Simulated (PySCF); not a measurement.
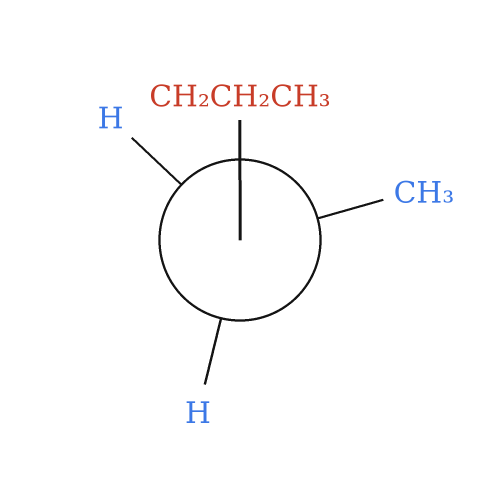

A Newman projection along the S–C bond, sulfur in front; angles are drawn as computed, but eclipsed bonds slightly apart. Geometry: a frame of a GFN2-xTB molecular-dynamics simulation, not a minimum.

> Which molecule is it?

C5H12S, CCCSCC

> What is the torsion angle from the front CH2CH2CH3 to the back CH3? The sign is positive where the front bond must turn clockwise to cover the back bond.

74°, synclinal (gauche).
